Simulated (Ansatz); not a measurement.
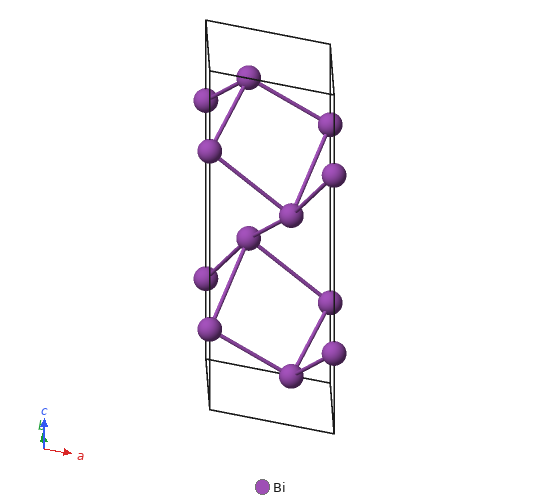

Bi, space group R-3m:H (No. 166), a = 4.535 Å, b = 4.535 Å, c = 11.645 Å, α = 90.00°, β = 90.00°, γ = 120.00°

```csv
site,Wyckoff,x,y,z
Bi,6c,0.3333,0.6667,0.9038
```

Source: coordinates from a relaxation with DFT PBE+D3(BJ), scalar-relativistic, plane waves, PAW (Ansatz 0.2.0).

**How is the cell volume shared among the sites in a plain Voronoi partition?**

```tsv
site	faces above 1 % of the sphere	volume (Å³)	solid angle by neighbour (%)
Bi	6	34.56	Bi 100
```

Weighted by multiplicity the volumes add up to the cell volume, 207.4 Å³.

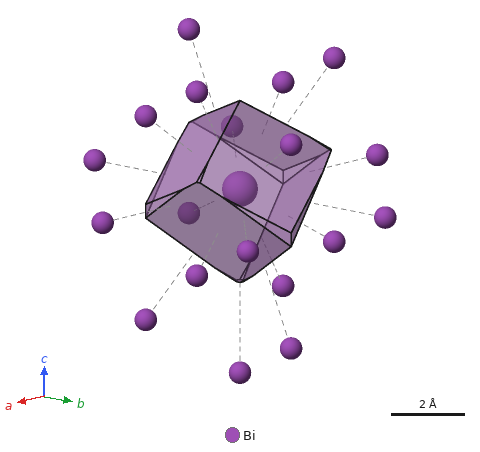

The computed Voronoi cell of Bi, with the neighbours that bound it.
